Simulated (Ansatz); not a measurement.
Molecular dynamics, with input and output: Si₄H₉Cl (part 3 of 3)

The same run, continued: Si₄H₉Cl; RKS r2SCAN/STO-3G (Ansatz 0.2.0). It belongs to a series of runs on one base structure; here: dynamics from the start.

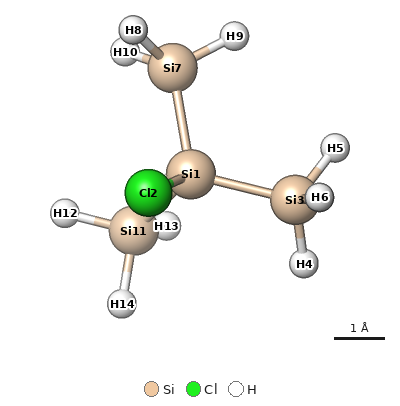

Fig. 1: The geometry at step 107 of the log (ball-and-stick view, seen at a tilt; atoms are numbered from 1 in the order of the input).

### Trajectory as extended XYZ, continued
```
14
Properties=species:S:1:pos:R:3:forces:R:3 step=54 time_fs=27.0 energy=-43677.76557 temperature=333.5
Si    0.0055   -0.0720   -0.0697    0.6691   0.0602  -0.1773
Cl    0.0647   -0.2960    2.0899   -0.0677   0.0428  -0.6688
Si    2.2503    0.0743   -0.7592   -1.1072   0.1534  -0.0921
H     2.8522   -1.2586   -0.7540   -0.0209   0.4631   0.0167
H     2.2888    0.6406   -2.1206   -0.0048  -0.3731   0.5817
H     2.9479    1.0101    0.1141   -0.0178  -0.3483  -0.1325
Si   -1.1549    1.8632   -0.5241   -2.0743  -0.1105  -0.7640
H    -2.3609    2.0491    0.3478    1.2163  -0.1701  -0.3738
H    -0.3677    3.0682   -0.5335    0.2554   0.0620   0.2595
H    -1.8019    1.8368   -1.8862    0.8570  -0.2835   1.0728
Si   -1.0993   -1.8813   -0.9679    0.5949  -1.0677  -0.5312
H    -2.4528   -2.0448   -0.5167   -0.3435   0.4069   0.0514
H    -1.0988   -1.7978   -2.4441   -0.0545   0.2114   0.7527
H    -0.5288   -3.2197   -0.6855    0.0982   0.9533   0.0049
14
Properties=species:S:1:pos:R:3:forces:R:3 step=64 time_fs=32.0 energy=-43677.94485 temperature=551.4
Si    0.0147   -0.0778   -0.0679    0.5187   0.3104  -0.2737
Cl    0.0673   -0.2934    2.0887   -0.0571   0.0000  -0.6056
Si    2.2359    0.0859   -0.7522   -0.7696  -0.4638   0.8754
H     2.7817   -1.2529   -0.7774    0.0574   0.0015  -0.1429
H     2.3032    0.6382   -2.0803    0.0806   0.1672  -0.1072
H     3.0413    0.8366    0.2021   -0.2160   0.0610  -0.3248
Si   -1.1637    1.8551   -0.5353    0.1810  -0.0310   0.4577
H    -2.1591    2.1039    0.5033    0.1179  -0.1525  -0.3358
H    -0.3389    3.0648   -0.5925   -0.0998  -0.5019  -0.0666
H    -1.8210    1.6853   -1.8193    0.0130   0.0729   0.1404
Si   -1.0931   -1.8863   -0.9747   -0.8485   0.9146   0.4475
H    -2.4987   -1.7800   -0.5313    0.7496  -0.3423  -0.0223
H    -1.1877   -1.7237   -2.4047    0.2770   0.0116  -0.1556
H    -0.5194   -3.1771   -0.6824   -0.0042  -0.0477   0.1137
14
Properties=species:S:1:pos:R:3:forces:R:3 step=75 time_fs=37.5 energy=-43677.60333 temperature=445.5
Si    0.0314   -0.0817   -0.0686    0.0512   0.4755  -0.3358
Cl    0.0700   -0.2902    2.0822   -0.0348  -0.0456  -0.4568
Si    2.2097    0.0955   -0.7355   -0.1395  -1.0056   0.2143
H     2.7094   -1.2523   -0.8493   -0.0178  -0.1933  -0.2230
H     2.3431    0.6803   -2.0506   -0.0012   0.2675   0.0921
H     3.1108    0.6477    0.2391   -0.0599   0.5969   0.0397
Si   -1.1717    1.8431   -0.5444    1.2286  -1.4039   0.9571
H    -1.8976    2.1433    0.6535   -0.8158   0.0166  -0.0803
H    -0.3017    2.9636   -0.6923    0.3230   0.3541  -0.4829
H    -1.8762    1.4981   -1.7431   -0.5731   0.4195  -0.1846
Si   -1.0917   -1.8825   -0.9794    0.4447   1.9549   0.1982
H    -2.4098   -1.5472   -0.5361   -0.5435  -0.7983   0.4547
H    -1.2226   -1.6286   -2.3943    0.4323  -0.3287  -0.1936
H    -0.5015   -3.1494   -0.6430   -0.2941  -0.3095   0.0008
14
Properties=species:S:1:pos:R:3:forces:R:3 step=86 time_fs=43.0 energy=-43677.57421 temperature=529.7
Si    0.0506   -0.0812   -0.0727   -0.7031   0.3304  -0.0855
Cl    0.0728   -0.2870    2.0709   -0.0295  -0.0604  -0.2938
Si    2.1798    0.0957   -0.7138    1.5469  -0.9393  -0.6631
H     2.6219   -1.2823   -0.9861   -0.1229   0.5471   0.0579
H     2.3813    0.7997   -1.9906   -0.2773  -0.0830   0.6079
H     3.1459    0.5870    0.2673   -0.4880   0.1399  -0.1884
Si   -1.1678    1.8170   -0.5442    0.0878  -0.5698   0.1685
H    -1.8179    2.1842    0.7554    0.0886  -0.0992  -1.3540
H    -0.2190    2.8873   -0.9244   -0.7304  -0.4654   0.0447
H    -2.0723    1.4190   -1.6990    0.6853   0.8323   1.3383
Si   -1.0876   -1.8583   -0.9817    0.2500   0.8433   0.4349
H    -2.4020   -1.5197   -0.4396    0.0956  -0.7876  -0.2528
H    -1.1444   -1.6142   -2.4299    0.0927  -0.4070   0.5199
H    -0.5624   -3.1906   -0.6023   -0.4956   0.7185  -0.3345
14
Properties=species:S:1:pos:R:3:forces:R:3 step=96 time_fs=48.0 energy=-43677.61414 temperature=679.2
Si    0.0637   -0.0775   -0.0777   -1.3428   0.0564   0.3587
Cl    0.0754   -0.2841    2.0571   -0.0484  -0.0691  -0.1113
Si    2.1615    0.0874   -0.6967    0.8471  -0.1595  -0.2448
H     2.5168   -1.2200   -1.1256    0.5038  -0.6031  -0.1029
H     2.3589    0.9297   -1.8167   -0.1864   0.5310  -0.7502
H     3.0845    0.5756    0.2746    0.1860  -0.0178   0.5902
Si   -1.1597    1.7836   -0.5419    2.3370  -0.5642  -0.1765
H    -1.7609    2.2309    0.6164   -0.6248   0.9483   1.6321
H    -0.2743    2.7387   -1.1653   -0.1294   0.2812   0.1413
H    -2.1894    1.5148   -1.4116   -1.4773  -0.5237  -1.4901
Si   -1.0809   -1.8238   -0.9796   -0.6867   1.1825   1.3897
H    -2.4083   -1.6777   -0.3883    0.0917   0.0524  -0.6477
H    -1.0349   -1.6953   -2.3869   -0.2616   0.0896  -0.8842
H    -0.7229   -3.1259   -0.6224    0.7918  -1.2040   0.2958
14
Properties=species:S:1:pos:R:3:forces:R:3 step=107 time_fs=53.5 energy=-43677.22398 temperature=492.9
Si    0.0661   -0.0729   -0.0797   -1.3164  -0.3274   0.8120
Cl    0.0781   -0.2813    2.0401   -0.0826  -0.1033   0.2160
Si    2.1511    0.0765   -0.6819    1.8690   0.7588  -1.5554
H     2.5062   -1.2225   -1.2902    0.2314   0.7293   0.4377
H     2.2725    1.1472   -1.7188   -0.1335  -0.9489   0.6088
H     3.0256    0.5392    0.3976   -0.2294  -0.5448  -0.2291
Si   -1.1399    1.7410   -0.5400   -3.6274   1.7660  -0.0299
H    -1.7478    2.4493    0.6738    1.3885  -0.6602  -1.1936
H    -0.3847    2.6246   -1.4164   -0.0265   0.0828   0.3839
H    -2.4878    1.5408   -1.2818    2.0876  -0.3336   0.7003
Si   -1.0770   -1.7780   -0.9671    0.0970  -2.9429  -0.6763
H    -2.4283   -1.8499   -0.4840   -0.4612   0.7504  -0.2891
H    -0.9762   -1.7730   -2.4547   -0.3080   0.3273   1.0077
H    -0.7388   -3.2031   -0.6096    0.5115   1.4466  -0.1931
14
Properties=species:S:1:pos:R:3:forces:R:3 step=118 time_fs=59.0 energy=-43677.56396 temperature=718.9
Si    0.0553   -0.0712   -0.0741   -0.6775  -0.4142   0.5003
Cl    0.0801   -0.2793    2.0245   -0.1172  -0.1610   0.6726
Si    2.1571    0.0717   -0.6793    0.3893   0.1670   0.3475
H     2.5790   -1.0986   -1.3719    0.3724  -0.4176  -0.2177
H     2.1600    1.1957   -1.5321    0.4182   0.6728  -0.7525
H     2.9329    0.3731    0.4952    0.2908  -0.1293  -0.0110
Si   -1.1465    1.7129   -0.5398    1.1104   1.8255  -0.8115
H    -1.4304    2.5684    0.5427    0.1283   0.5378   0.9930
H    -0.5000    2.5345   -1.5662   -0.0263  -0.3007   0.3486
H    -2.4000    1.4515   -1.0555   -1.6785  -0.8261  -0.7805
Si   -1.0752   -1.7547   -0.9577   -1.7643  -0.7540   0.1771
H    -2.5212   -1.8300   -0.6693    0.7416   0.4273   0.0685
H    -0.9903   -1.7625   -2.3645    0.1801   0.3832  -1.0776
H    -0.5911   -3.0253   -0.6127    0.6329  -1.0107   0.5431
14
Properties=species:S:1:pos:R:3:forces:R:3 step=129 time_fs=64.5 energy=-43677.38629 temperature=537.5
Si    0.0379   -0.0736   -0.0639    0.0919  -0.2569  -0.2950
Cl    0.0812   -0.2786    2.0147   -0.1124  -0.1943   1.1225
Si    2.1687    0.0702   -0.6773    0.4627   0.4905  -0.5690
H     2.7287   -1.0229   -1.4747   -0.3240   0.3165   0.2093
H     2.1584    1.3200   -1.4647    0.5836  -0.6112   0.3961
H     2.9045    0.1676    0.5698    0.2102   0.2227  -0.3163
Si   -1.1530    1.7040   -0.5448   -1.3932   1.4036   0.5592
H    -1.0447    2.7320    0.5413   -0.6427  -0.9436  -0.7236
H    -0.6069    2.3924   -1.6661    0.1683   0.0830  -0.6732
H    -2.5260    1.1991   -0.9289    1.1514   0.9012   0.6361
Si   -1.0851   -1.7450   -0.9505    1.3679  -1.6432  -1.5688
H    -2.4968   -1.7000   -0.8202   -0.6931  -0.2784   0.7441
H    -0.9640   -1.6546   -2.4251    0.2838  -0.0257   0.8112
H    -0.3369   -2.9655   -0.5220   -1.1544   0.5356  -0.3327
14
Properties=species:S:1:pos:R:3:forces:R:3 step=139 time_fs=69.5 energy=-43677.39010 temperature=480.7
Si    0.0236   -0.0778   -0.0574    0.6023   0.0390  -0.7404
Cl    0.0814   -0.2793    2.0138   -0.0880  -0.1754   1.2739
Si    2.1822    0.0722   -0.6784    0.4737   0.0736   0.2395
H     2.7991   -0.9241   -1.5361   -0.4303  -0.0635   0.0106
H     2.2882    1.3449   -1.3613    0.3162   0.0138   0.1290
H     2.9345    0.0422    0.5702    0.0262   0.2890  -0.3584
Si   -1.1644    1.7084   -0.5475    0.3988   1.0017  -1.1496
H    -0.8616    2.7270    0.4548   -0.8255  -0.1151  -0.1716
H    -0.6772    2.2684   -1.8458   -0.5475  -0.4736   0.9012
H    -2.5102    1.1407   -0.7328    0.2598   0.9728   0.3317
Si   -1.0873   -1.7479   -0.9551   -0.4200  -0.0400  -0.5576
H    -2.5514   -1.6458   -0.7935    0.7896  -0.5056   0.3387
H    -0.8782   -1.5627   -2.3721    0.0919  -0.2648  -0.1157
H    -0.3296   -2.8787   -0.4897   -0.6472  -0.7518  -0.1314
14
Properties=species:S:1:pos:R:3:forces:R:3 step=150 time_fs=75.0 energy=-43677.69043 temperature=590.1
Si    0.0148   -0.0817   -0.0573    0.9467   0.2730  -0.5008
Cl    0.0809   -0.2813    2.0223   -0.0759  -0.1119   1.0327
Si    2.1994    0.0757   -0.6779    0.1852   0.4865   0.0640
H     2.7697   -0.8544   -1.6113   -0.2934  -0.4121  -0.2239
H     2.5010    1.3794   -1.2249   -0.1974   0.0921  -0.0445
H     2.9894   -0.0225    0.5109    0.2056  -0.0854   0.3707
Si   -1.1716    1.7205   -0.5592    0.2606  -0.4424   0.5976
H    -0.8508    2.7464    0.3641   -0.0659   0.8008   0.2839
H    -0.8562    2.0623   -1.8906    0.0295   0.4732  -0.8989
H    -2.5206    1.2859   -0.4430   -0.7340   0.2350  -0.0486
Si   -1.0908   -1.7524   -0.9650    1.0091  -0.6585  -0.0215
H    -2.4824   -1.7061   -0.6795   -0.6300  -0.0525  -0.0553
H    -0.7701   -1.5335   -2.3528   -0.3799  -0.3599  -0.3067
H    -0.4835   -2.9738   -0.4886   -0.2602  -0.2377  -0.2486
```

The run was set up as follows.

### Input
```yaml
crystal:
  periodic: [false, false, false]
  atoms:
    - { symbol: Si, position_ang: [0.009466, -0.05763, -0.089571] }
    - { symbol: Cl, position_ang: [0.049595, -0.301983, 2.036998] }
    - { symbol: Si, position_ang: [2.16931, 0.061855, -0.763119] }
    - { symbol: H, position_ang: [2.891141, -1.139503, -0.410789] }
    - { symbol: H, position_ang: [2.210057, 0.209426, -2.201886] }
    - { symbol: H, position_ang: [2.837346, 1.199515, -0.172749] }
    - { symbol: Si, position_ang: [-1.12252, 1.862531, -0.495092] }
    - { symbol: H, position_ang: [-2.479873, 1.778742, -0.00683] }
    - { symbol: H, position_ang: [-0.470655, 2.993603, 0.124877] }
    - { symbol: H, position_ang: [-1.168088, 2.092745, -1.922648] }
    - { symbol: Si, position_ang: [-1.052846, -1.875985, -0.924789] }
    - { symbol: H, position_ang: [-2.397951, -1.975922, -0.403828] }
    - { symbol: H, position_ang: [-1.130847, -1.757242, -2.365327] }
    - { symbol: H, position_ang: [-0.334735, -3.090052, -0.607748] }
basis:
  gaussian: { orbitals: STO-3G }
hamiltonian:
  xc: r2scan
md:
  timestep: 0.5
  n_steps: 150
  ensemble: nvt_nose_hoover
  temperature: 400.0
  initial_velocities: maxwell_boltzmann
  seed: 457934
  nose_hoover: { tau: 20.0, chain_length: 1 }
```

Command:
```bash
ansatz run input.yaml --threads 1 --pin off --max-ram 2048MiB --backend cpu --events-out ev --progress --plain --runs-dir out
```

### Key numbers

| quantity | value |
| --- | --- |
| outcome | finished |
| mean temperature over the second half | 570 K |
| trajectory | 150 steps, 75 fs |
| ensemble | nvt_nose_hoover |
| temperature in the input | 400.0 K |
| time step | 0.5 fs |
| potential energy (last step) | −43677.6904 eV |
| mean-field energy (last step) | −43677.6904 eV |
| largest force (length of the vector) (last step) | 1.205 eV/Å |
| hardware | 1 thread of Arm Neoverse V2, 24 GiB of memory available, shared host |
| wall time | 15 min |
| peak memory | 0.14 GiB |

### Notes

So short a trajectory is not equilibrated. The temperature stays far from the 400 K of the thermostat over the second half: the run isn't equilibrated.
